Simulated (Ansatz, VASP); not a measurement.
# Cross-check of Zr13Al19Se26N19 (1T-ZrSe2/h-AlN heterobilayer) between VASP and Ansatz, part 2 of 2

One calculation is typed for both programs; each brings its own data sets and cutoff. How far apart do they land?  The cell is taken from a series of runs on this material, whose earlier steps may have relaxed or scaled it; both programs get it as it stands.

VASP 6.6.1 and Ansatz 0.2.0.

So far: The starting structure; Ansatz: single point, PBE with D3(BJ).

## 3. VASP: single point, PBE with D3(BJ)

Level of this step: PBE with D3(BJ); plane waves and PAW (Zr_sv, Se, Al, N) (VASP).

The same cell, functional, mesh and smearing now go to VASP, with its own data sets and cutoff.

Lines of VASP's logs that name or quote its potential files are left out, and so is its time.

The input, INCAR:

```
SYSTEM = Zr13Al19Se26N19
PREC = Accurate
ENCUT = 520
EDIFF = 1E-05
NELM = 100
ISMEAR = -1
SIGMA = 0.05
LREAL = Auto
ALGO = Fast
GGA = PE
IVDW = 12
NBANDS = 288
LASPH = .TRUE.
LORBIT = 11
LWAVE = .FALSE.
LCHARG = .FALSE.
NCORE = 8
ISIF = 0
```

The input, POSCAR:

```
Zr13Al19Se26N19
1.0
   13.6181000000      0.0000000000      0.0000000000
   -6.8090500000     11.7936200000      0.0000000000
    0.0000000000      0.0000000000     22.4100000000
Zr Se Al N
13 26 19 19
Direct
    0.0768700000      0.7708500000      0.4281400000
    0.1536100000      0.5381700000      0.4273400000
    0.3837300000      0.8458800000      0.4277200000
    0.9993100000      0.9998600000      0.4283600000
    0.2311600000      0.3060800000      0.4283400000
    0.4624900000      0.6154800000      0.4273700000
    0.6923300000      0.9226800000      0.4278600000
    0.3078000000      0.0776400000      0.4279300000
    0.5373100000      0.3839400000      0.4282200000
    0.7691700000      0.6925400000      0.4277800000
    0.6156500000      0.1528900000      0.4281000000
    0.8467500000      0.4631200000      0.4282500000
    0.9231100000      0.2301000000      0.4274600000
    0.2555600000      0.8975900000      0.4987400000
    0.2063100000      0.7185700000      0.3566100000
    0.3339400000      0.6665500000      0.4983300000
    0.2819300000      0.4877300000      0.3578000000
    0.5645100000      0.9731100000      0.4991900000
    0.5116900000      0.7938000000      0.3570700000
    0.1794400000      0.1272900000      0.4986400000
    0.1273800000      0.9491400000      0.3571100000
    0.4107400000      0.4354800000      0.4988000000
    0.3601200000      0.2573100000      0.3572500000
    0.6400000000      0.7428500000      0.4981000000
    0.5897000000      0.5636700000      0.3570600000
    0.8726000000      0.0510200000      0.4985000000
    0.8215300000      0.8721400000      0.3579000000
    0.4875300000      0.2054800000      0.4995600000
    0.4360300000      0.0251600000      0.3564500000
    0.7181300000      0.5132700000      0.4987900000
    0.6653900000      0.3329600000      0.3577500000
    0.9491500000      0.8218600000      0.4990200000
    0.8967500000      0.6395100000      0.3567300000
    0.7938600000      0.2827800000      0.4991200000
    0.7440100000      0.1032600000      0.3565900000
    0.0248600000      0.5899100000      0.4988900000
    0.9750200000      0.4100100000      0.3570600000
    0.1033900000      0.3585000000      0.4995700000
    0.0508700000      0.1790200000      0.3568500000
    0.7122800000      0.7851800000      0.6436400000
    0.6615500000      0.3659100000      0.6435800000
    0.8175100000      0.6281500000      0.6434000000
    0.9761200000      0.8908600000      0.6432800000
    0.6093200000      0.9441300000      0.6425800000
    0.7663500000      0.2080200000      0.6440700000
    0.9234800000      0.4694300000      0.6430200000
    0.0814100000      0.7323300000      0.6418900000
    0.8709600000      0.0503800000      0.6435000000
    0.0293900000      0.3142200000      0.6441500000
    0.1870100000      0.5760900000      0.6429500000
    0.3460400000      0.8411800000      0.6428500000
    0.1346400000      0.1550000000      0.6424500000
    0.2913700000      0.4181400000      0.6434500000
    0.4498600000      0.6815200000      0.6429900000
    0.2394100000      0.9970500000      0.6434900000
    0.3971900000      0.2601200000      0.6428600000
    0.5558700000      0.5228600000      0.6423500000
    0.5022600000      0.1029600000      0.6440800000
    0.6972900000      0.6475600000      0.6435200000
    0.6430000000      0.2238600000      0.6426700000
    0.8020900000      0.4890400000      0.6435300000
    0.9595800000      0.7524600000      0.6432100000
    0.5906500000      0.8041000000      0.6428000000
    0.7512600000      0.0691700000      0.6432100000
    0.9060700000      0.3299100000      0.6430600000
    0.0646100000      0.5947400000      0.6430300000
    0.8538600000      0.9097500000      0.6428400000
    0.0119200000      0.1735600000      0.6429300000
    0.1701000000      0.4363600000      0.6436900000
    0.3278300000      0.6995000000      0.6431900000
    0.1166800000      0.0144700000      0.6432400000
    0.2727200000      0.2784300000      0.6424600000
    0.4321600000      0.5406100000      0.6430000000
    0.2222700000      0.8578400000      0.6426400000
    0.3807900000      0.1192500000      0.6429400000
    0.5370000000      0.3820100000      0.6434300000
    0.4839800000      0.9623600000      0.6432500000
```

The input, KPOINTS:

```
Automatic mesh
0
Gamma
3 3 1
0 0 0
```

Potentials, in the order of the species: Zr_sv, Se, Al and N (PBE family, release 64).

On the command line:

```bash
$ mpirun -np 8 vasp_std
```

Numbers of over 12 decimals in the logs are rounded to 6 here.

What it wrote:

```text
[banner, memory and clock lines left out]
running    8 mpi-ranks, on    1 nodes
[...]
|                                                                             |
|           W    W    AA    RRRRR   N    N  II  N    N   GGGG   !!!           |
|           W    W   A  A   R    R  NN   N  II  NN   N  G    G  !!!           |
|           W    W  A    A  R    R  N N  N  II  N N  N  G       !!!           |
|           W WW W  AAAAAA  RRRRR   N  N N  II  N  N N  G  GGG   !            |
|           WW  WW  A    A  R   R   N   NN  II  N   NN  G    G                |
|           W    W  A    A  R    R  N    N  II  N    N   GGGG   !!!           |
|                                                                             |
|     For optimal performance we recommend to set                             |
|       NCORE = 2 up to number-of-cores-per-socket                            |
|     NCORE specifies how many cores store one orbital (NPAR=cpu/NCORE).      |
|     This setting can greatly improve the performance of VASP for DFT.       |
[...]
RMM:  20    -0.517908267151E+03   -0.65881E-03   -0.12900E-03  5189   0.408E-02    0.119E-02
WARNING in EDDRMM: call to ZHEGV failed, returncode =   8  4    141
WARNING in EDDRMM: call to ZHEGV failed, returncode =   6  3    183
RMM:  21    -0.517909363099E+03   -0.10959E-02   -0.65986E-04  4905   0.313E-02    0.621E-03
WARNING in EDDRMM: call to ZHEGV failed, returncode =   6  3     53
RMM:  22    -0.517909706809E+03   -0.34371E-03   -0.41701E-04  4892   0.215E-02    0.411E-03
RMM:  23    -0.517909798119E+03   -0.91310E-04   -0.18379E-04  4447   0.150E-02    0.513E-03
RMM:  24    -0.517909871106E+03   -0.72987E-04   -0.58723E-05  3734   0.108E-02    0.406E-03
WARNING in EDDRMM: call to ZHEGV failed, returncode =   6  3    218
WARNING in EDDRMM: call to ZHEGV failed, returncode =   6  3    213
WARNING in EDDRMM: call to ZHEGV failed, returncode =   6  3    218
RMM:  25    -0.517909931448E+03   -0.60342E-04   -0.40987E-05  3580   0.949E-03    0.257E-03
WARNING in EDDRMM: call to ZHEGV failed, returncode =   6  3    170
WARNING in EDDRMM: call to ZHEGV failed, returncode =   6  3    154
WARNING in EDDRMM: call to ZHEGV failed, returncode =   8  4    156
RMM:  26    -0.517909935986E+03   -0.45383E-05   -0.14877E-05  3142   0.799E-03
   1 F= -.53568864E+03 E0= -.53568679E+03  d E =-.370815E-02
```

From OUTCAR (step 3):

```text
  FREE ENERGIE OF THE ION-ELECTRON SYSTEM (eV)
  ---------------------------------------------------
  free  energy   TOTEN  =      -535.6886411100 eV

  energy  without entropy=     -535.6849329611  energy(sigma->0) =     -535.68678704
```

## 4. Side by side

Known differences besides the PAW data sets themselves: the cutoff is 420 eV in Ansatz and 520 eV in VASP (PREC = Accurate, projectors in real space). Total energies have different zeros and are not compared.

Compared:

```csv
quantity,Ansatz,VASP,difference
gap on the k mesh (eV),0.562,0.561,0.000
```

Forces on 10 of the 77 atoms, picked by the larger force of the two programs (eV/Å; atoms numbered as in POSCAR):

```csv
atom,"Ansatz x, y, z","VASP x, y, z"
Al40,"0.205, 0.719, -0.289","0.203, 0.723, -0.291"
Al47,"-0.305, 0.910, 0.066","-0.300, 0.914, 0.070"
Al48,"0.768, -0.046, -0.353","0.772, -0.051, -0.355"
N59,"-0.385, -0.741, 0.091","-0.388, -0.744, 0.092"
N62,"0.137, -0.792, 0.100","0.138, -0.795, 0.100"
N64,"-0.942, -0.491, 0.164","-0.946, -0.493, 0.167"
N66,"0.229, -0.861, 0.129","0.231, -0.866, 0.129"
N72,"0.896, -0.113, 0.118","0.901, -0.114, 0.119"
N75,"-0.812, 0.237, 0.181","-0.817, 0.238, 0.183"
N77,"0.917, 0.242, 0.157","0.922, 0.245, 0.158"
```

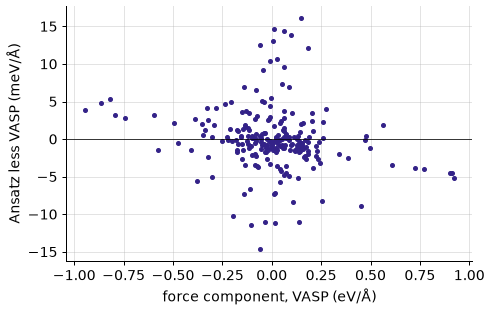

Difference of the force components against their size.

The forces differ by 4.3 meV/Å r.m.s., which is 1.7 % of the r.m.s. force of 0.25 eV/Å (both taken over all components).

## 5. What came out

```json
{"r.m.s. force difference (single point, PBE with D3(BJ))": "1.7 % of the r.m.s. force"}
```

The r.m.s. force difference is 1.7 % of the r.m.s. force (single point, PBE with D3(BJ)), within the 3 % picked in this series as the mark of a large difference. Differences of this kind measure data sets and numerical settings, not the functional's error against experiment.

[Lines on the potential files, build, host, timing and source positions are cut from VASP's logs without a mark.]

[Logs are printed without paths, hosts, clocks, repeated set-up lines and the standing remarks that a program may print on its own settings, such as how far it seeks lower states.]

[Hosts, paths, dates, database ids (printed as entryN), source tags and the programs' standing remarks are cut or masked in the printed files.]
